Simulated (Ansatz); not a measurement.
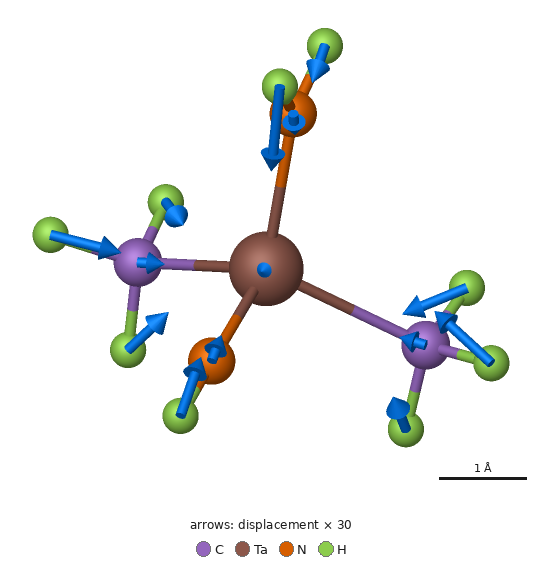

A relaxation of C2H9N2Ta. The starting structure is drawn; blue arrows show the displacements, magnified 30 times. The two geometries are superimposed by the best rigid fit.

Style: ball-and-stick. Shown from a free direction.

The start comes from PBE-D4/def2-SVP.

Method: Ansatz 0.2.0, RKS PBE0-D4/def2-TZVP. Set-up: force threshold 0.005 eV/Å; at most 150 steps.

Atoms of which element are displaced furthest, and by how much?

Answer. Hydrogen: up to 0.038 Å, against 0.012 Å for nitrogen.

Describe the change and its energy.

Answer. An H atom moves most after the best rigid fit: 0.038 Å. By element the largest moves are H 0.038 Å, N 0.012 Å, C 0.011 Å, Ta 0.005 Å. Some distances before and after: C–H 1.115 → 1.098 Å, N–Ta 1.781 → 1.764 Å, H–N 1.029 → 1.012 Å, N–Ta 1.991 → 1.979 Å. Over 6 geometry steps the energy falls by 1.27 kcal/mol. The largest force component goes from 0.8 to 0.0045 eV/Å. Cost: 28 s on 4 threads of Arm Neoverse V2 (shared host).
